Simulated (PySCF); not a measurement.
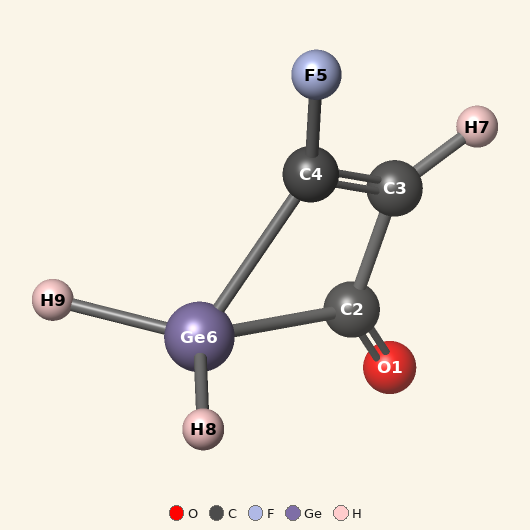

The computed structure is the end point of a GFN2-xTB optimisation. No frequency run is at hand to confirm it as a minimum. Properties computed with B3LYP/pcJ-1 (pcSseg-1 on Ge) indirect spin-spin coupling, non-relativistic, gas phase (PySCF 2.14.0). Isotopes: 13C, 19F, 1H, 17O.

Give the spin–spin coupling constants of these pairs, with the number of bonds between them: C3/C4, C3/F5, C4/H7, O1/H9, C2/F5.

| pair | bonds apart | J (Hz) |
| --- | --- | --- |
| C3, C4 | 1 | 75.8 |
| C3, F5 | 2 | 2.0 |
| C4, H7 | 2 | −2.3 |
| O1, H9 | 3 | −0.5 |
| C2, F5 | 3 | 44.8 |

Density functionals are unreliable for couplings to fluorine, so those rows may be far off.

The geometry is semi-empirical. Around Ge such bond lengths and angles can be off by a tenth of an ångström or more and by several degrees, and values that hang on the shape move with them.
